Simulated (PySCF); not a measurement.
# C4H5GeN3: saddle-point search

System: C4H5GeN3.
Method: B3LYP-D3(BJ)/def2-SVP saddle search from the GFN2-xTB point and Hessian, gas phase (PySCF 2.14.0).

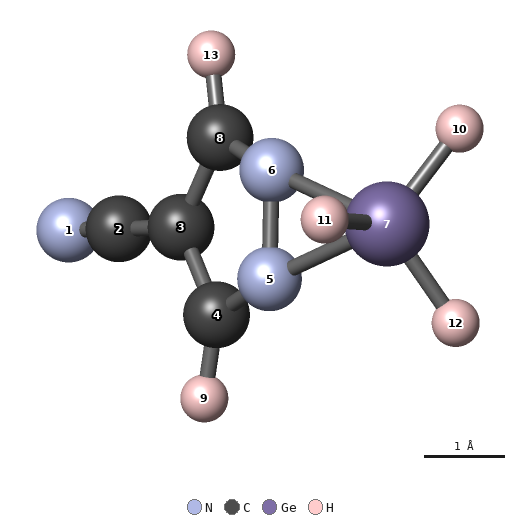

*The structure as given in the input (ball-and-stick view, seen at a tilt; atoms are numbered from 1 in the order of the input). Sticks mark near contacts.*

Bond lengths as drawn: C–C 1.40 Å, C–H 1.07 Å, C–N 1.15 to 1.32 Å, Ge–H 1.49 to 1.52 Å, Ge–N 2.01 Å and N–N 1.36 Å.

The input
```
{"job": {"xc": "B3LYP", "basis": "def2-SVP", "kind": "refine"}, "charge": 0, "multiplicity": 1}
N     -3.787711     1.454027    -0.593255
C     -2.741458     1.036896    -0.378055
C     -1.460612     0.529182    -0.124360
C     -1.023659    -0.793283    -0.267946
N      0.237199    -0.862326     0.118425
N      0.654578     0.377662     0.492739
Ge     2.249528    -0.794728     0.124354
C     -0.342463     1.230474     0.342963
H     -1.567500    -1.653805    -0.605301
H      3.156942     0.354348    -0.267212
H      2.461216    -1.285758     1.514942
H      2.410027    -1.864655    -0.937059
H     -0.246088     2.271965     0.579766
```

The first line tells a small driver script what to run in PySCF; the rest is the geometry in Å.

Hardware: 1 CPU thread, shared host.

Command:
```bash
OMP_NUM_THREADS=1 python <driver script> task.json out
```

What the program printed
```
step      E/eV     max force
  0    -65203.39290   1.9119
  1    -65203.54915   1.0715
  2    -65203.58767   0.3073
  3    -65203.59857   0.1481
  4    -65203.60139   0.2091
  5    -65203.60256   0.3496
  6    -65203.60333   0.0452
  7    -65203.60363   0.0599
  8    -65203.60370   0.0287
  9    -65203.60349   0.0912
 10    -65203.60371   0.0438
 11    -65203.60371   0.0657
 12    -65203.60375   0.0254
 13    -65203.60373   0.0341
 14    -65203.60375   0.0168
 15    -65203.60374   0.0107
```

Trajectory as extended XYZ (Å, eV, eV/Å), 8 of the 16 frames kept, from step=0 to step=15
```
13
Properties=species:S:1:pos:R:3:forces:R:3 step=0 energy=-65203.39290
N    -3.7877    1.4540   -0.5933   -1.7450   0.6960  -0.3550
C    -2.7415    1.0369   -0.3781    0.8720  -0.3560   0.2090
C    -1.4606    0.5292   -0.1244    0.1940  -0.0760   0.0340
C    -1.0237   -0.7933   -0.2679   -0.2500  -0.1910  -0.2070
N     0.2372   -0.8623    0.1184   -0.3280  -0.3100   0.2240
N     0.6546    0.3777    0.4927   -0.1320   0.2750   0.4030
Ge    2.2495   -0.7947    0.1244    0.8510  -0.2100  -0.2520
C    -0.3425    1.2305    0.3430   -0.0610   0.3690  -0.0390
H    -1.5675   -1.6538   -0.6053   -0.3120  -0.4700  -0.2170
H     3.1569    0.3543   -0.2672    0.4280   0.4300  -0.1640
H     2.4612   -1.2858    1.5149    0.3020  -0.3090   0.6870
H     2.4100   -1.8647   -0.9371    0.1350  -0.4420  -0.4270
H    -0.2461    2.2720    0.5798    0.0460   0.5940   0.1040
13
Properties=species:S:1:pos:R:3:forces:R:3 step=2 energy=-65203.58767
N    -3.8177    1.4837   -0.6527   -0.1920   0.0890  -0.0800
C    -2.7577    1.0623   -0.4440    0.1560  -0.0580   0.0210
C    -1.4656    0.5424   -0.1642    0.1590  -0.0730   0.0660
C    -1.0437   -0.8020   -0.2535    0.0980  -0.0340   0.0470
N     0.1913   -0.8943    0.2541   -0.2940  -0.0350  -0.0800
N     0.6119    0.3565    0.6319   -0.2060   0.2280  -0.0010
Ge    2.2800   -0.8042    0.1212    0.2090  -0.0860   0.0490
C    -0.3569    1.2398    0.3632    0.0910  -0.0560   0.0410
H    -1.5884   -1.6644   -0.6299    0.0000  -0.0470   0.0090
H     3.1556    0.3931   -0.3082    0.0000   0.0720  -0.0260
H     2.6503   -1.3455    1.5043   -0.0100   0.0090  -0.0210
H     2.3952   -1.8700   -0.9903   -0.0360  -0.0360  -0.0580
H    -0.2543    2.3026    0.5680    0.0250   0.0270   0.0320
13
Properties=species:S:1:pos:R:3:forces:R:3 step=4 energy=-65203.60139
N    -3.7456    1.5090   -0.8309    0.1910  -0.0750   0.0400
C    -2.7136    1.0708   -0.5215   -0.0960   0.0390  -0.0250
C    -1.4512    0.5320   -0.1411    0.0540  -0.0330   0.0400
C    -1.0436   -0.8198   -0.1925    0.0480   0.0180   0.0380
N     0.1681   -0.9236    0.3660   -0.0780   0.0130  -0.0820
N     0.5911    0.3330    0.7463   -0.0640   0.0810  -0.0600
Ge    2.2638   -0.7908    0.0934   -0.0030  -0.0350   0.1110
C    -0.3561    1.2221    0.4254    0.0210  -0.0580   0.0160
H    -1.5834   -1.6832   -0.5775    0.0160   0.0020   0.0030
H     3.0687    0.4459   -0.3727   -0.0290   0.0080   0.0080
H     2.7427   -1.3564    1.4375   -0.0420   0.0430  -0.0950
H     2.3054   -1.8259   -1.0561   -0.0290   0.0060   0.0070
H    -0.2464    2.2868    0.6239    0.0100  -0.0100  -0.0010
13
Properties=species:S:1:pos:R:3:forces:R:3 step=6 energy=-65203.60333
N    -3.7352    1.5090   -0.8362    0.0430  -0.0140  -0.0010
C    -2.7079    1.0685   -0.5197   -0.0280   0.0060   0.0110
C    -1.4496    0.5285   -0.1335   -0.0310   0.0150  -0.0120
C    -1.0430   -0.8218   -0.1895   -0.0100   0.0010  -0.0150
N     0.1701   -0.9231    0.3589    0.0240  -0.0040   0.0240
N     0.5935    0.3337    0.7385    0.0210  -0.0260   0.0170
Ge    2.2621   -0.7899    0.0951   -0.0210   0.0160  -0.0260
C    -0.3550    1.2206    0.4274   -0.0060   0.0130  -0.0120
H    -1.5815   -1.6859   -0.5742    0.0010   0.0030  -0.0010
H     3.0610    0.4508   -0.3707   -0.0020  -0.0080   0.0040
H     2.7332   -1.3525    1.4350    0.0070  -0.0050   0.0070
H     2.2958   -1.8230   -1.0564    0.0030   0.0060   0.0080
H    -0.2436    2.2850    0.6253   -0.0010  -0.0040  -0.0030
13
Properties=species:S:1:pos:R:3:forces:R:3 step=9 energy=-65203.60349
N    -3.7077    1.5102   -0.8879   -0.0510   0.0250  -0.0200
C    -2.6917    1.0683   -0.5416    0.0770  -0.0350   0.0340
C    -1.4435    0.5253   -0.1267   -0.0030   0.0140  -0.0030
C    -1.0409   -0.8264   -0.1700    0.0050  -0.0030  -0.0030
N     0.1647   -0.9314    0.3962    0.0010  -0.0010  -0.0060
N     0.5888    0.3272    0.7755   -0.0070  -0.0100  -0.0110
Ge    2.2497   -0.7839    0.0881   -0.0070   0.0360  -0.0280
C    -0.3530    1.2153    0.4452   -0.0120  -0.0040  -0.0080
H    -1.5768   -1.6891   -0.5616    0.0040   0.0000   0.0060
H     3.0309    0.4664   -0.3870   -0.0150  -0.0260   0.0190
H     2.7568   -1.3588    1.4089    0.0070  -0.0010   0.0180
H     2.2613   -1.8035   -1.0746    0.0010  -0.0060  -0.0020
H    -0.2386    2.2805    0.6355   -0.0010   0.0110   0.0030
13
Properties=species:S:1:pos:R:3:forces:R:3 step=11 energy=-65203.60371
N    -3.7140    1.5111   -0.8733   -0.0530   0.0240  -0.0230
C    -2.6953    1.0684   -0.5358    0.0540  -0.0260   0.0270
C    -1.4448    0.5260   -0.1294    0.0060  -0.0040   0.0010
C    -1.0410   -0.8255   -0.1757    0.0030   0.0020  -0.0010
N     0.1664   -0.9294    0.3868   -0.0040   0.0040  -0.0030
N     0.5898    0.3286    0.7662   -0.0060   0.0040  -0.0030
Ge    2.2522   -0.7855    0.0893   -0.0070   0.0060  -0.0130
C    -0.3537    1.2166    0.4401    0.0030  -0.0030   0.0000
H    -1.5773   -1.6889   -0.5646    0.0000   0.0000   0.0000
H     3.0369    0.4620   -0.3816   -0.0010  -0.0050   0.0030
H     2.7511   -1.3559    1.4160    0.0030  -0.0020   0.0050
H     2.2704   -1.8093   -1.0706    0.0010   0.0030   0.0070
H    -0.2407    2.2819    0.6327    0.0000  -0.0010   0.0000
13
Properties=species:S:1:pos:R:3:forces:R:3 step=13 energy=-65203.60373
N    -3.7160    1.5133   -0.8693   -0.0140   0.0060  -0.0090
C    -2.6972    1.0691   -0.5330    0.0260  -0.0140   0.0170
C    -1.4462    0.5258   -0.1287   -0.0130   0.0110  -0.0080
C    -1.0416   -0.8252   -0.1786   -0.0080  -0.0010  -0.0090
N     0.1668   -0.9290    0.3810    0.0100  -0.0030   0.0090
N     0.5899    0.3285    0.7620    0.0060  -0.0090   0.0070
Ge    2.2530   -0.7856    0.0896    0.0070  -0.0060   0.0010
C    -0.3544    1.2162    0.4400   -0.0100   0.0120  -0.0070
H    -1.5783   -1.6882   -0.5682    0.0030   0.0010   0.0010
H     3.0393    0.4596   -0.3839   -0.0030   0.0020   0.0000
H     2.7512   -1.3509    1.4195   -0.0040   0.0010  -0.0020
H     2.2754   -1.8145   -1.0651    0.0010  -0.0010  -0.0010
H    -0.2419    2.2810    0.6346    0.0000   0.0010   0.0000
13
Properties=species:S:1:pos:R:3:forces:R:3 step=15 energy=-65203.60374
N    -3.7156    1.5117   -0.8700   -0.0010   0.0010  -0.0030
C    -2.6963    1.0685   -0.5333    0.0030  -0.0020   0.0020
C    -1.4451    0.5261   -0.1295   -0.0060   0.0020  -0.0010
C    -1.0412   -0.8252   -0.1775   -0.0050   0.0000  -0.0040
N     0.1664   -0.9292    0.3837    0.0060   0.0000   0.0030
N     0.5899    0.3286    0.7637    0.0010  -0.0010   0.0030
Ge    2.2523   -0.7855    0.0895    0.0050  -0.0050   0.0080
C    -0.3536    1.2166    0.4392   -0.0030   0.0040  -0.0020
H    -1.5777   -1.6885   -0.5667    0.0000   0.0010   0.0010
H     3.0371    0.4613   -0.3817    0.0020   0.0000   0.0000
H     2.7502   -1.3546    1.4182   -0.0030   0.0040  -0.0070
H     2.2741   -1.8117   -1.0677   -0.0010  -0.0010  -0.0010
H    -0.2404    2.2818    0.6320   -0.0010  -0.0020   0.0010
```

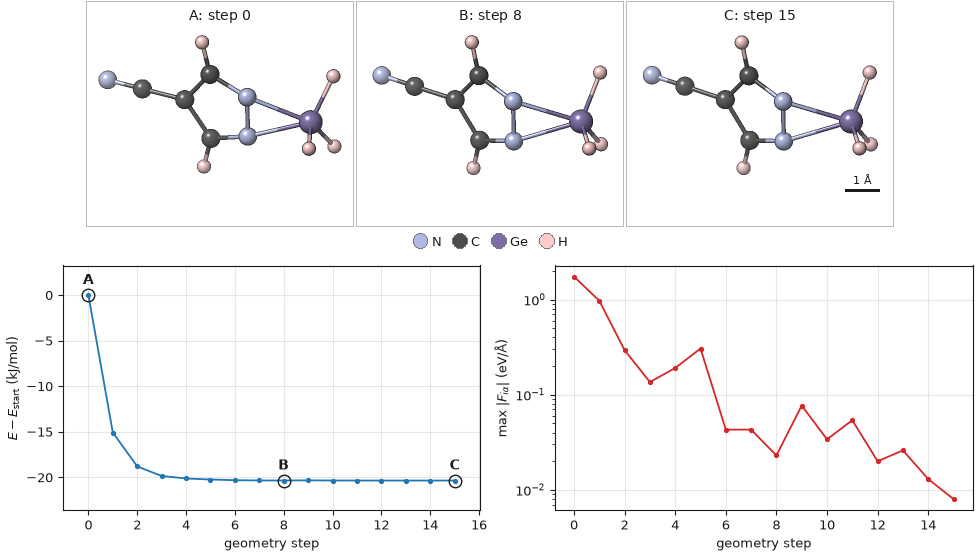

*Frames of the saddle-point search (ball-and-stick view, seen at a tilt) above the curves, on which the letters mark them (steps are counted from 0).*

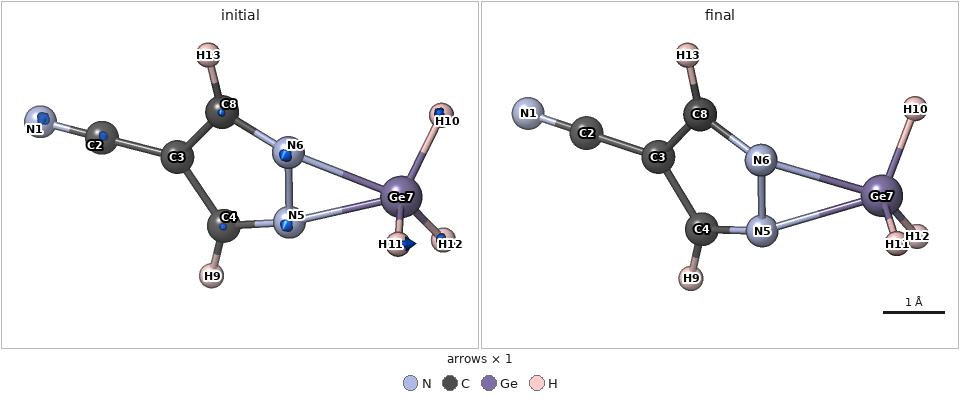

*Before (left) and after (right) the saddle-point search, at one scale (ball-and-stick view, seen at a tilt). The blue arrows give the displacements, at true length.*

Over 15 geometry steps the energy falls by 20.3 kJ/mol. The largest force component goes from 1.7 to 0.008 eV/Å. H11 moves most after the best rigid fit: 0.31 Å. Largest moves by element: H 0.31 Å, N 0.29 Å, C 0.16 Å, Ge 0.04 Å. Distances before and after: N5–Ge7 2.013 → 2.111 Å, Ge7–H11 1.490 → 1.529 Å, Ge7–H10 1.516 → 1.547 Å, C2–C3 1.401 → 1.422 Å. Among the angles that change: Ge7–N6–C8 162.4° → 146.0°, N5–Ge7–H11 97.7° → 100.1°. (Atoms are counted from 1 in the order of the input.)

Key numbers

| quantity | value |
| --- | --- |
| outcome | converged |
| total energy | −2396.188261 hartree |
| wall time | 4.7 min |
| peak memory | 0.64 GiB |
